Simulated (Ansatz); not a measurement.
Starting cell, Ga₂O₃ (beta-Ga2O3 type, space group C2/m):

```
Ga2O3
1.0
    6.22799    -1.54164     0.00000
    6.22799     1.54164     0.00000
   -1.39171     0.00000     5.71014
Ga O
4 6
Cartesian
  0.01377   0.00000   4.53799
 11.05050   0.00000   1.17215
  7.76490   0.00000   1.79402
  3.29937   0.00000   3.91611
  1.88440   0.00000   0.62328
  9.17987   0.00000   5.08686
  1.37815   0.00000   3.22245
  9.68612   0.00000   2.48769
  5.82098   0.00000   1.46578
  5.24329   0.00000   4.24436
```

A phonon eigenvector at Γ is frozen into this cell: atom i moves by Q times the vector below, so Q is the largest atomic displacement, in Å. The cell is held.

| atom | x | y | z |
|---|---|---|---|
| Ga1 | 0.019 | 0.000 | -0.364 |
| Ga2 | 0.019 | 0.000 | -0.364 |
| Ga3 | 0.233 | 0.000 | 0.351 |
| Ga4 | 0.233 | 0.000 | 0.351 |
| O5 | -1.000 | 0.000 | -0.027 |
| O6 | -1.000 | 0.000 | -0.027 |
| O7 | 0.082 | 0.000 | 0.029 |
| O8 | 0.082 | 0.000 | 0.029 |
| O9 | -0.178 | 0.000 | 0.052 |
| O10 | -0.178 | 0.000 | 0.052 |

All values below come from PBE (plane waves to 420 eV, PAW, scalar-relativistic; Ansatz, a quantum-chemistry and plane-wave program). k mesh 11×11×6 (Γ-centred), Fermi-Dirac smearing 0.05 eV. The energy includes the smearing's −TS. Ga2O3 was relaxed with its symmetry unable to fall. The PAW data are Ansatz's earlier set. ΔE is measured from the undisplaced structure.

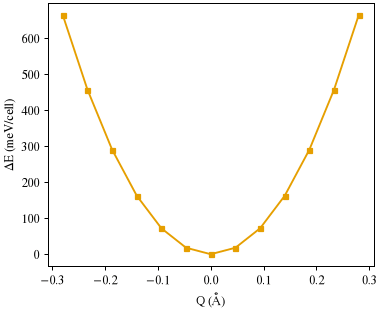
Figure: ΔE (meV/cell) against Q (Å); markers are the computed points, lines only join them.

Task: What is the energy change at Q = 0.280 Å?

Result: About 660 meV/cell.

Task: What harmonic wavenumber does the curvature at Q = 0 give?

Result: About 240 cm⁻¹.

(For displaced atoms, the force is minus the slope of the energy, and its curvature is a force constant, which sets phonon frequencies.)
